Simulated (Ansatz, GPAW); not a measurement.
# A 13-layer slab of Mo(111): work function by functional and basis

Wanted: work functions and dipole of a 13-layer slab of Mo(111), with the cost of each level.

Method: Ansatz plane waves; slab in vacuum with a dipole correction, relaxation, in the first sound run; inputs show where later runs differ, in GPAW 26.7.0 and Ansatz 0.2.0.

**1. The structure**

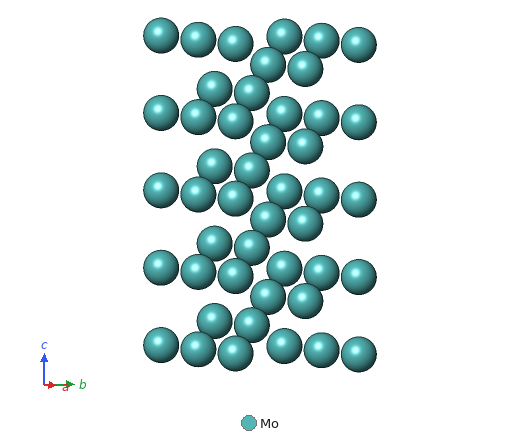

The starting structure, seen from the side, with the c axis up (molybdenum teal). 2×1×1 cells are drawn. Some periodic images of atoms are drawn too.

The cell holds 13 atoms: 13 Mo. Its edges and angles: a = 4.455 Å, b = 4.455 Å, c = 24.912 Å, α = 90.0°, β = 90.0°, γ = 60.0°. Vacuum lies along c.

**2. Relaxation**

The atoms are relaxed first, since the surface dipole, and with it the work function, follows the positions of the outer layers. The lowest 6 atoms are held at bulk positions and keep their forces.

Contents of input.yaml:

```yaml
crystal:
  lattice:
    - [4.4547727215, 0.0, 0.0]
    - [2.2273863607, 3.8579463449, 0.0]
    - [0.0, 0.0, 24.9119200877]
  atoms:
    - { symbol: Mo, position: [0.0, 0.0, 0.2809899829] }
    - { symbol: Mo, position: [0.3333333333, 0.3333333333, 0.3174916524] }
    - { symbol: Mo, position: [0.6666666667, 0.6666666667, 0.3539933219] }
    - { symbol: Mo, position: [0.0, 0.0, 0.3904949915] }
    - { symbol: Mo, position: [0.3333333333, 0.3333333333, 0.426996661] }
    - { symbol: Mo, position: [0.6666666667, 0.6666666667, 0.4634983305] }
    - { symbol: Mo, position: [0.0, 0.0, 0.5] }
    - { symbol: Mo, position: [0.3333333333, 0.3333333333, 0.5365016695] }
    - { symbol: Mo, position: [0.6666666667, 0.6666666667, 0.573003339] }
    - { symbol: Mo, position: [0.0, 0.0, 0.6095050085] }
    - { symbol: Mo, position: [0.3333333333, 0.3333333333, 0.6460066781] }
    - { symbol: Mo, position: [0.6666666667, 0.6666666667, 0.6825083476] }
    - { symbol: Mo, position: [0.0, 0.0, 0.7190100171] }
kpoints:
  mp_grid: { grid: [8, 8, 1] }
hamiltonian:
  xc: pbe
scf:
  occupations: { method: fermi_dirac, width: 0.1 }
efield:
  axis: 3
  dipole_correction: true
  ramp_width: 0.05
relax:
  f_tol: 0.02
  max_steps: 60
  constraints: [{ sites: [0, 1, 2, 3, 4, 5] }]
output:
  write_potential: true
  write_density: true
  volumetric_format: npy
```

On the command line:

```sh
ansatz run input.yaml --threads 4 --pin off --max-ram 8192MiB --backend cpu --events-out ev --progress --plain --runs-dir out
```

Numbers of over 12 decimals in the logs are rounded to 6 here.

The log of the run:

```text
Engine: ansatz 0.2.0, aarch64-unknown-linux-gnu
Pseudopotentials: kind: paw
Pseudopotential: Mo, paw, valence charge 14, recommended cutoff 420 eV (normal), Mo.paw.azcp
Functional definition: PBE
  parameter kappa = 0.804
  parameter beta = 0.066725
  exchange = pbe_x(kappa = kappa, mu = beta*pi^2/3)
  correlation = pbe_c(beta = beta)
Crystal: 13 atoms, lattice volume = 428.143 Å³
Basis set: ecut = 420 eV, 8393 PW (Γ), exchange–correlation on 60×60×360 points (8 copies of the dense FFT grid, shifted against one another)
Bands: 110, of which v1, the nominal top of the filled ones, is band 91 counted from 1 (90 counted from 0)
Symmetry: 6 space group operations
k-points: 10 of 64 (time reversal used)
Non-local potential: Mo, projectors of the file, l = 0: 3, l = 1: 2, l = 2: 2, l = 3: 1
PAW form: soft (Blöchl's): semilocal exchange-correlation on the pseudo side does not see the compensation charge
PAW one-centre angular grid: Mo, 590 points (default); XC on 64 Gauss nodes
Initial density: superposition of atomic densities (neutral atoms: chi_scale 0, normalization atom), corrected by the library's trained network
Initial wavefunctions: pseudopotential atomic-orbital guess
Functional: x = pbe(κ = 0.804, μ = 0.219515), c = pbe(β = 0.066725)
SCF iter   1: F=—  HF=-64421.347656 eV  |F-HF|=—  |Δ(HF+E_count)|=         —  Δρ=7.26e-3  dr2=1.94e0  ethr=1.77e-3  p=0.000 e·Å  D=6.71e-14 V/Å  ΔV_dip=-0.00 eV  dr2_dipole=3.64e-9  V_vac-E_F(+/−)=3.65/3.65 eV  ⟨swp⟩=9.1  Hψ=5184  notcnv=0
efield: sawtooth ramp at fractional position 0.9750 (placed from the atoms, in the widest stretch of the axis that holds none; the zero of the levels goes with the place), width 0.0500; the density the first Hamiltonian is built on has a dipole p = 0.000 e·Å; the dipole correction subtracts the counter field D = 6.71e-14 V/Å, which shifts the + side's vacuum level by -0.00 eV against the − side's; the planar-averaged density in the ramp window peaks in size at 9.7e-5 e/Å³
preconditioner: auto → LDOS  [metal: Δε(μ)=0.022 eV  Ē_g=3.792 eV  σ=0.100 eV  W_gap=0.05  n_scr=96 (ndim 8)  ℏωp=15.8 eV  f_vac=0.450  D(μ)=10.71/eV (n_scr^D=82)  β→1.0]
SCF iter   2: F=—  HF=-64421.320978 eV  |F-HF|=—  |Δ(HF+E_count)|=   2.67e-2  Δρ=4.40e-3  dr2=1.96e-1  ethr=1.07e-3  p=-0.000 e·Å  D=-2.41e-7 V/Å  ΔV_dip=0.00 eV  dr2_dipole=2.57e-10  V_vac-E_F(+/−)=3.66/3.66 eV  ⟨swp⟩=2.2  Hψ=1390  notcnv=0
SCF iter   3: F=—  HF=-64421.307006 eV  |F-HF|=—  |Δ(HF+E_count)|=   1.40e-2  Δρ=2.04e-3  dr2=4.28e-2  ethr=1.08e-4  p=-0.000 e·Å  D=-1.27e-7 V/Å  ΔV_dip=0.00 eV  dr2_dipole=3.02e-9  V_vac-E_F(+/−)=3.67/3.67 eV  ⟨swp⟩=2.0  Hψ=1494  notcnv=0
SCF iter   4: F=—  HF=-64421.303107 eV  |F-HF|=—  |Δ(HF+E_count)|=   3.90e-3  Δρ=2.41e-4  dr2=6.38e-4  ethr=2.35e-5  p=-0.000 e·Å  D=-2.19e-7 V/Å  ΔV_dip=0.00 eV  dr2_dipole=6.69e-10  V_vac-E_F(+/−)=3.68/3.68 eV  ⟨swp⟩=2.0  Hψ=1431  notcnv=0
SCF iter   5: F=—  HF=-64421.303752 eV  |F-HF|=—  |Δ(HF+E_count)|=   6.45e-4  Δρ=1.25e-4  dr2=1.98e-4  ethr=3.51e-7  p=-0.000 e·Å  D=-1.35e-7 V/Å  ΔV_dip=0.00 eV  dr2_dipole=1.49e-10  V_vac-E_F(+/−)=3.69/3.69 eV  ⟨swp⟩=3.0  Hψ=1730  notcnv=0
SCF iter   6: F=—  HF=-64421.303751 eV  |F-HF|=—  |Δ(HF+E_count)|=   5.91e-7  Δρ=4.71e-5  dr2=2.25e-5  ethr=1.09e-7  p=-0.000 e·Å  D=-5.02e-8 V/Å  ΔV_dip=0.00 eV  dr2_dipole=1.18e-11  V_vac-E_F(+/−)=3.69/3.69 eV  ⟨swp⟩=2.0  Hψ=1335  notcnv=0
SCF iter   7: F=-64421.303751 eV  HF=-64421.303752 eV  |F-HF|=5.08e-7  |Δ(HF+E_count)|=   4.06e-7  Δρ=1.30e-5  dr2=2.17e-6  ethr=5.49e-9  p=0.000 e·Å  D=7.07e-9 V/Å  ΔV_dip=-0.00 eV  dr2_dipole=2.36e-14  V_vac-E_F(+/−)=3.70/3.70 eV  ⟨swp⟩=13.0  Hψ=9926  notcnv=0
SCF 1 converged in 7 iterations: F = -64421.303751 eV  dr2 = 2.17e-6
  Residual-converged pass: ⟨swp⟩=1.1  Hψ=1141  notcnv=0  max |occ|·‖R‖ = 7.0e-9 eV (tolerance 1.0e-8 eV)  dr2=2.17e-6  dr2_onsite=1.82e-8  max |Δocc| = 9.6e-10
  greatest PAW one-centre occupation: 0.998 electrons in one spin orbital (limit 2), on the Mo atom at site 11 (counted from 0), in its partial waves of l = 0
relax step   1: F+E_penalty+E_count = -64421.30375136 eV  Δ(F+E_penalty+E_count) = +0.000e0 eV  max|allowed force component| = 2.014e0 eV/Å  Δτ_max = 0.0000 Å  (7 SCF iters, dr2 threshold 1.00e-5 eV, accepted)
Initial density: handed on by an earlier stage of this run
Initial wavefunctions: those handed on with the density
iter 1 solved again at ethr=6.20e-4 eV; its pass at ethr=3.10e-3 eV (dr2=1.13e0 eV) is discarded
SCF iter   1: F=—  HF=-64421.695456 eV  |F-HF|=—  |Δ(HF+E_count)|=         —  Δρ=1.07e-2  dr2=1.23e0  ethr=6.20e-4  p=-0.000 e·Å  D=-1.18e-7 V/Å  ΔV_dip=0.00 eV  dr2_dipole=3.08e-1  V_vac-E_F(+/−)=3.71/3.71 eV  ⟨swp⟩=1.7  Hψ=3581  notcnv=0
efield: sawtooth ramp at fractional position 0.9750 (handed on by an earlier solve), width 0.0500; the density the first Hamiltonian is built on has a dipole p = -0.000 e·Å; the dipole correction subtracts the counter field D = -1.18e-7 V/Å, which shifts the + side's vacuum level by +0.00 eV against the − side's; the planar-averaged density in the ramp window peaks in size at 6.0e-6 e/Å³
eigensolver tolerance schedule calibrated: the retry pair's looser diagonalisation under-reported the residual by θ = 0.08 (0.12/decade); ethr = c·dr2/N_el runs at the constant in force after the calibration composes with the one it found (an armed cap, an earlier calibration), c = 7.2e-2
preconditioner: auto → LDOS  [metal: Δε(μ)=0.064 eV  Ē_g=3.863 eV  σ=0.100 eV  W_gap=0.16  n_scr=96 (ndim 8)  ℏωp=15.8 eV  f_vac=0.454  D(μ)=10.03/eV (n_scr^D=70)  β→1.0]
SCF iter   2: F=—  HF=-64421.704089 eV  |F-HF|=—  |Δ(HF+E_count)|=   8.63e-3  Δρ=8.11e-3  dr2=7.93e-1  ethr=4.85e-4  p=-0.011 e·Å  D=-4.66e-3 V/Å  ΔV_dip=0.12 eV  dr2_dipole=7.46e-3  V_vac-E_F(+/−)=3.78/3.67 eV  ⟨swp⟩=5.0  Hψ=2352  notcnv=0
SCF iter   3: F=—  HF=-64421.638593 eV  |F-HF|=—  |Δ(HF+E_count)|=   6.55e-2  Δρ=3.79e-3  dr2=1.50e-1  ethr=3.13e-4  p=-0.018 e·Å  D=-7.75e-3 V/Å  ΔV_dip=0.19 eV  dr2_dipole=6.43e-3  V_vac-E_F(+/−)=3.87/3.68 eV  ⟨swp⟩=2.6  Hψ=1753  notcnv=0
SCF iter   4: F=—  HF=-64421.625095 eV  |F-HF|=—  |Δ(HF+E_count)|=   1.35e-2  Δρ=4.67e-4  dr2=1.54e-3  ethr=5.91e-5  p=-0.022 e·Å  D=-9.10e-3 V/Å  ΔV_dip=0.23 eV  dr2_dipole=3.70e-4  V_vac-E_F(+/−)=3.90/3.67 eV  ⟨swp⟩=2.3  Hψ=1495  notcnv=0
SCF iter   5: F=—  HF=-64421.625339 eV  |F-HF|=—  |Δ(HF+E_count)|=   2.44e-4  Δρ=2.71e-4  dr2=6.39e-4  ethr=6.07e-7  p=-0.024 e·Å  D=-1.02e-2 V/Å  ΔV_dip=0.25 eV  dr2_dipole=6.16e-5  V_vac-E_F(+/−)=3.92/3.67 eV  ⟨swp⟩=3.1  Hψ=2260  notcnv=0
[...]
SCF iter   6: F=-64421.649138 eV  HF=-64421.649140 eV  |F-HF|=2.31e-6  |Δ(HF+E_count)|=   3.17e-6  Δρ=2.31e-5  dr2=4.67e-6  ethr=1.00e-8  p=-0.025 e·Å  D=-1.07e-2 V/Å  ΔV_dip=0.27 eV  dr2_dipole=7.48e-7  V_vac-E_F(+/−)=3.93/3.67 eV  ⟨swp⟩=12.6  Hψ=10450  notcnv=0
SCF 3 converged in 6 iterations: F = -64421.649138 eV  dr2 = 4.67e-6
  Residual-converged pass: ⟨swp⟩=1.0  Hψ=1140  notcnv=0  max |occ|·‖R‖ = 6.9e-9 eV (tolerance 1.0e-8 eV)  dr2=4.67e-6  dr2_onsite=5.66e-8  max |Δocc| = 6.5e-11
  greatest PAW one-centre occupation: 0.999 electrons in one spin orbital (limit 2), on the Mo atom at site 12 (counted from 0), in its partial waves of l = 0
relax step   3: F+E_penalty+E_count = -64421.64913810 eV  Δ(F+E_penalty+E_count) = -2.383e-2 eV  max|allowed force component| = 2.840e-1 eV/Å  Δτ_max = 0.0595 Å  (6 SCF iters, dr2 threshold 1.83e-5 eV, accepted)
[...]
relax step   4: F+E_penalty+E_count = -64421.64742376 eV  Δ(F+E_penalty+E_count) = +1.714e-3 eV  max|allowed force component| = 2.508e-1 eV/Å  Δτ_max = 0.0373 Å  (6 SCF iters, dr2 threshold 5.81e-6 eV, rejected (line search))
[...]
relax step   5: F+E_penalty+E_count = -64421.65410415 eV  Δ(F+E_penalty+E_count) = -4.966e-3 eV  max|allowed force component| = 2.077e-2 eV/Å  Δτ_max = 0.0184 Å  (8 SCF iters, accepted)
SCF iter   1: F=—  HF=-64421.653487 eV  |F-HF|=—  |Δ(HF+E_count)|=         —  Δρ=2.25e-4  dr2=9.51e-4  ethr=2.68e-6  p=-0.026 e·Å  D=-1.11e-2 V/Å  ΔV_dip=0.28 eV  dr2_dipole=1.67e-4  V_vac-E_F(+/−)=3.95/3.67 eV  ⟨swp⟩=2.0  Hψ=1608  notcnv=0
efield: sawtooth ramp at fractional position 0.9750 (handed on by an earlier solve), width 0.0500; the density the first Hamiltonian is built on has a dipole p = -0.026 e·Å; the dipole correction subtracts the counter field D = -1.11e-2 V/Å, which shifts the + side's vacuum level by +0.28 eV against the − side's; the planar-averaged density in the ramp window peaks in size at 4.9e-6 e/Å³
preconditioner: auto → LDOS  [metal: Δε(μ)=0.047 eV  Ē_g=3.860 eV  σ=0.100 eV  W_gap=0.12  n_scr=96 (ndim 8)  ℏωp=15.8 eV  f_vac=0.454  D(μ)=9.87/eV (n_scr^D=70)  β→1.0]
SCF iter   2: F=—  HF=-64421.653462 eV  |F-HF|=—  |Δ(HF+E_count)|=   2.49e-5  Δρ=1.18e-4  dr2=2.04e-4  ethr=5.23e-7  p=-0.026 e·Å  D=-1.10e-2 V/Å  ΔV_dip=0.28 eV  dr2_dipole=3.08e-6  V_vac-E_F(+/−)=3.94/3.67 eV  ⟨swp⟩=1.0  Hψ=1270  notcnv=0
SCF iter   3: F=—  HF=-64421.653450 eV  |F-HF|=—  |Δ(HF+E_count)|=   1.18e-5  Δρ=5.20e-5  dr2=3.02e-5  ethr=1.12e-7  p=-0.026 e·Å  D=-1.11e-2 V/Å  ΔV_dip=0.28 eV  dr2_dipole=9.12e-7  V_vac-E_F(+/−)=3.94/3.67 eV  ⟨swp⟩=2.0  Hψ=1460  notcnv=0
SCF iter   4: F=—  HF=-64421.654122 eV  |F-HF|=—  |Δ(HF+E_count)|=   6.72e-4  Δρ=1.09e-5  dr2=1.06e-6  ethr=1.66e-8  p=-0.026 e·Å  D=-1.11e-2 V/Å  ΔV_dip=0.28 eV  dr2_dipole=1.67e-8  V_vac-E_F(+/−)=3.94/3.67 eV  ⟨swp⟩=2.2  Hψ=1534  notcnv=0
SCF iter   5: F=-64421.654122 eV  HF=-64421.654122 eV  |F-HF|=1.97e-8  |Δ(HF+E_count)|=   1.72e-7  Δρ=2.69e-6  dr2=4.43e-8  ethr=5.49e-11  p=-0.026 e·Å  D=-1.11e-2 V/Å  ΔV_dip=0.28 eV  dr2_dipole=2.21e-10  V_vac-E_F(+/−)=3.94/3.67 eV  ⟨swp⟩=9.4  Hψ=9724  notcnv=0
SCF 6 converged in 5 iterations: F = -64421.654122 eV  dr2 = 4.43e-8
relax step   6: F+E_penalty+E_count = -64421.65412184 eV  Δ(F+E_penalty+E_count) = -1.769e-5 eV  max|allowed force component| = 6.061e-3 eV/Å  Δτ_max = 0.0027 Å  (5 SCF iters, accepted)
NSCF: frozen V_eff on 10 k-points
the band table was solved once a step of the walk had ended and its energy, with any forces and stress, was formed, with the checks that follow a solve (4611 applications of the Hamiltonian). They found nothing against the state; the energy, forces and stress were not computed again (output.eigenvalues in the input reference)
WARN: The output density's exchange-correlation potential varies sharply where the density is thin. Do not read a vacuum level from v_tot or v_xc, or from such a field of the output density. On a cell that repeats whose density bears no net charge and no dipole along the vacuum's axis use v_es (v_loc + v_h of the components); under efield.dipole_correction with no amplitude use v_es + v_field, which holds any externa [...]
SCF converged after 5 iterations
Free energy (F): -64421.654122 eV
Harris-Foulkes:  -64421.654122 eV  (|F-HF|=1.97e-8)
Internal energy: -64421.323929 eV  (E = F + TS)
E sigma→0 (E₀):  -64421.489025 eV
Entropy (-TS):   -0.330193 eV (-25.399 meV/atom)
Fermi energy:    8.041750 eV
Dipole field:    D = -0.011107 V/Å  (p = -0.026280 e·Å, saw-weighted, corrected)
Work function:   Φ+ = 3.9449 eV   Φ− = 3.6682 eV
Levels:          The Fermi level and band energies are counted from a zero that moves with the ramp; work functions are not
--- Per-component energies (eV) ---
  E_band       = -3059.833359
  E_kinetic    = 5719.598349
  E_local      = -210222.405118  (includes V_loc(G=0)·N_el)
  E_nonlocal   = 1862.327195
  E_hartree    = 102209.185756
  E_xc         = -2376.229279
  E_vxc        = -2964.624933  (∫ρ·V_xc dr)
  E_paw        = -41617.623847  (= ΣΔE_a)
  E_vpaw       = -1873.127936  (= ΣTr[D̂ρ^β])
  E_aug_tail   = 0.000554  (compensation charges beyond the density's cutoff)
  E_efield     = 0.000146  (sawtooth field / dipole correction)
  E_vefield    = 0.016476  (∫n·V_field dr)
  E_ewald      = 80003.822316
  E_smearing   = -0.330193  (= −TS)
  E_closure    = -0.000000  (closes the sum)
  Σ components = -64421.654122   (vs F -64421.654122, Δ=0.00e0)
--- Forces (eV/Å), atoms counted from 1 ---
  atom   1  Mo     0.00000000    -0.00000000     1.95884701
  atom   2  Mo     0.00000000     0.00000000    -0.05749809
  atom   3  Mo    -0.00000000     0.00000000    -0.80210226
  atom   4  Mo    -0.00000000     0.00000000    -0.91331442
  atom   5  Mo    -0.00000000     0.00000000    -0.16700899
  atom   6  Mo    -0.00000000     0.00000000    -0.01967959
  atom   7  Mo    -0.00000000    -0.00000000    -0.00606137
  atom   8  Mo     0.00000000     0.00000000    -0.00445764
  atom   9  Mo     0.00000000    -0.00000000     0.00209383
  atom  10  Mo    -0.00000000     0.00000000     0.00427367
  atom  11  Mo     0.00000000    -0.00000000     0.00286145
  atom  12  Mo     0.00000000    -0.00000000     0.00072004
  atom  13  Mo    -0.00000000     0.00000000     0.00134519
  max |Σ_I F_I| component: 1.88e-5 eV/Å
--- Band table (eV; the first three rows and the last of 10) ---
  k-point 0: bands = [... 87 lower, 6.8482, 6.8482, 7.1734, 7.3539, 8.1093, 8.9591, 9.2457, 9.2457, ... 15 higher]
  k-point 1: bands = [... 87 lower, 7.0058, 7.2002, 7.2845, 7.4275, 8.1676, 8.8981, 8.9901, 9.1519, ... 15 higher]
  k-point 2: bands = [... 87 lower, 7.4569, 7.4826, 7.7959, 7.9284, 8.3038, 8.3355, 8.4541, 8.7879, ... 15 higher]
  k-point 9: bands = [... 87 lower, 7.4400, 7.4996, 7.6852, 7.8188, 7.9742, 8.1820, 8.4182, 8.5642, ... 15 higher]
--- Relaxed structure (6 steps of the walk, 5 accepted, 0 SCFs on fresh bases) ---
  F+E_penalty+E_count = -64421.65412184 eV   max|allowed force component| = 6.061e-3 eV/Å
  atoms:
    - { symbol: Mo, position: [0.0, 0.0, 0.2809899829] }
    - { symbol: Mo, position: [0.333333, 0.333333, 0.3174916524] }
    - { symbol: Mo, position: [0.666667, 0.666667, 0.353993] }
    - { symbol: Mo, position: [0.0, 0.0, 0.390495] }
    - { symbol: Mo, position: [0.333333, 0.333333, 0.426997] }
    - { symbol: Mo, position: [0.666667, 0.666667, 0.4634983305] }
    - { symbol: Mo, position: [3.9408784292007056e-19, -1.9704392146003538e-19, 0.500952] }
    - { symbol: Mo, position: [0.333333, 0.333333, 0.537728] }
    - { symbol: Mo, position: [0.666667, 0.666667, 0.575913] }
    - { symbol: Mo, position: [7.248999287780908e-19, -3.6244996438904587e-19, 0.611256] }
    - { symbol: Mo, position: [0.333333, 0.333333, 0.652434] }
    - { symbol: Mo, position: [0.666667, 0.666667, 0.681605] }
    - { symbol: Mo, position: [-3.387980595290502e-18, 1.6939902976452513e-18, 0.710825] }
```

The job ended after 2.6 min (4 threads of Arm Neoverse N1, shared host; peak memory 1.3 GiB).

The steps of the relaxation:

```csv
step,energy less that of the first step (eV),largest force component (eV/Å)
1,0.0000,2.0140
2,-0.3216,0.5407
3,-0.3454,0.2840
4,-0.3437,0.2508
5,-0.3504,0.0208
6,-0.3504,0.0061
```

Relaxation step 4 was tried and not accepted.

The run keeps the 6 symmetry operations that it works with, so distortions that break them were not tested.

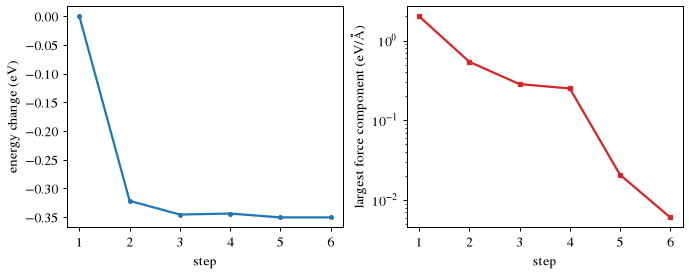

Energy and largest force along the relaxation.

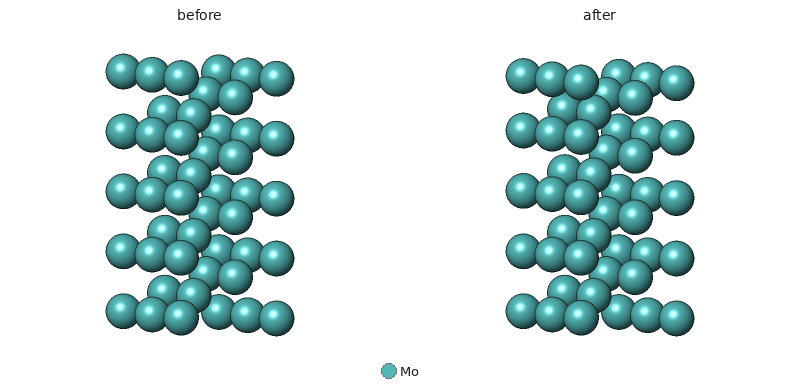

The structure before and after the relaxation, drawn at the same scale.

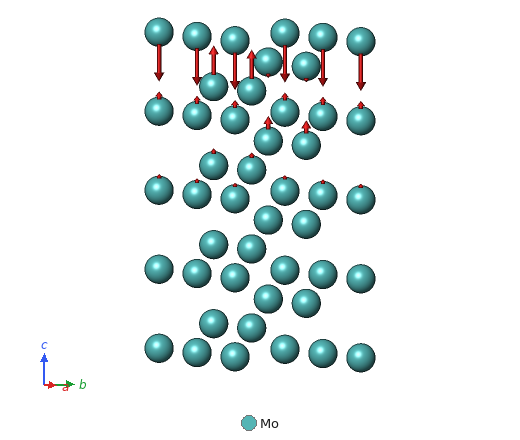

Displacements in the relaxation, exaggerated; the longest in the cell stands for 0.20 Å. 2×1×1 cells are drawn. Some periodic images of atoms are drawn too.

The atoms that moved most (Å):

```csv
atom,dx,dy,dz,length
Mo13,0.000,0.000,-0.204,0.204
Mo11,0.000,0.000,0.160,0.160
Mo9,0.000,0.000,0.072,0.072
Mo10,0.000,0.000,0.044,0.044
Mo8,0.000,0.000,0.031,0.031
Mo7,0.000,0.000,0.024,0.024
Mo12,0.000,0.000,-0.023,0.023
```

Numbers from this step:

```yaml
free_energy: -64421.6541 eV
smearing_term_ts: 0.3302 eV
symmetry_operations: 6
upper_work_function: 3.945 eV
lower_work_function: 3.668 eV
dipole_along_the_normal: -0.02628 e·Å
dipole_field: -0.01111 V/Å
vacuum_level_above: 11.99 eV
vacuum_level_below: 11.71 eV
```

Electrostatic potential energy of an electron (with the applied field's), less the Fermi level, planar mean against z:

```csv
z (Å),"electrostatic potential energy of an electron (with the applied field's), less the Fermi level, planar mean (eV)"
0,3.81
1,3.67
2,3.67
3,3.66
4,3.64
5,3.41
6,1.18
7,-9.74
8,-12.3
9,-12.7
10,-12.9
11,-13.0
12,-12.7
13,-12.8
14,-12.5
15,-12.8
16,-12.3
17,-15.9
18,-7.86
19,2.60
20,3.81
21,3.93
22,3.94
23,3.94
24,3.94
```

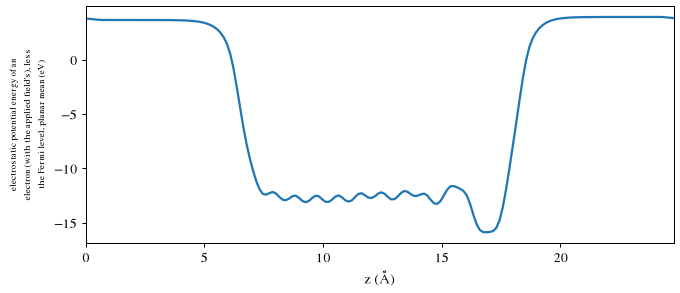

Electrostatic potential energy of an electron (with the applied field's), less the Fermi level, planar mean against z.

Valence density, planar mean against z:

```csv
z (Å),"valence density, planar mean (e/Å³)"
3,8.8e-5
4,7.7e-4
5,0.00697
6,0.0811
7,0.782
8,0.890
9,0.892
10,0.896
11,0.895
12,0.874
13,0.886
14,0.861
15,0.900
16,0.861
17,1.06
18,0.642
19,0.0399
20,0.00395
21,4.0e-4
22,3.9e-5
```

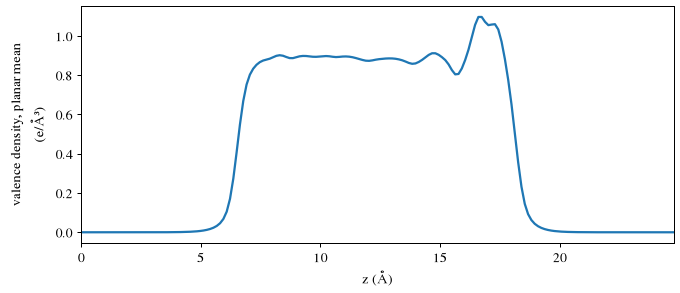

Valence density, planar mean, plotted against z.

The relaxation lowered the energy of the cell by 0.350 eV.

(Continued in part 2 of 3.)

[Logs are printed without paths, hosts, clocks, repeated set-up lines and the standing remarks that a program may print on its own settings, such as how far it seeks lower states.]

[Hosts, paths, dates, database ids (printed as entryN), source tags and the programs' standing remarks are cut or masked in the printed files.]
